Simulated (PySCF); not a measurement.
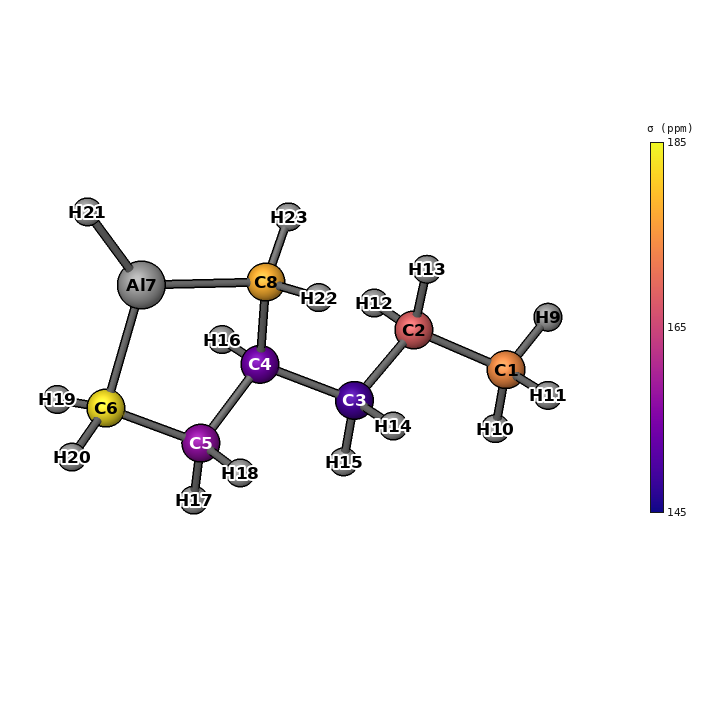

Atoms are coloured by their isotropic NMR shieldings (C only, the others grey). The geometry was computed by an optimisation with PBE0-D3(BJ)/def2-SVP. No frequency run is at hand to confirm it as a minimum. Properties computed with GIAO HF/pcSseg-1 NMR shielding, non-relativistic, gas phase (PySCF 2.14.0).

Give the isotropic NMR shieldings of the C atoms atom by atom.

| atom | σ (ppm) |
| --- | --- |
| C1 | 174.2 |
| C2 | 168.7 |
| C3 | 149.6 |
| C4 | 153.5 |
| C5 | 157.2 |
| C6 | 182.8 |
| C8 | 178.1 |
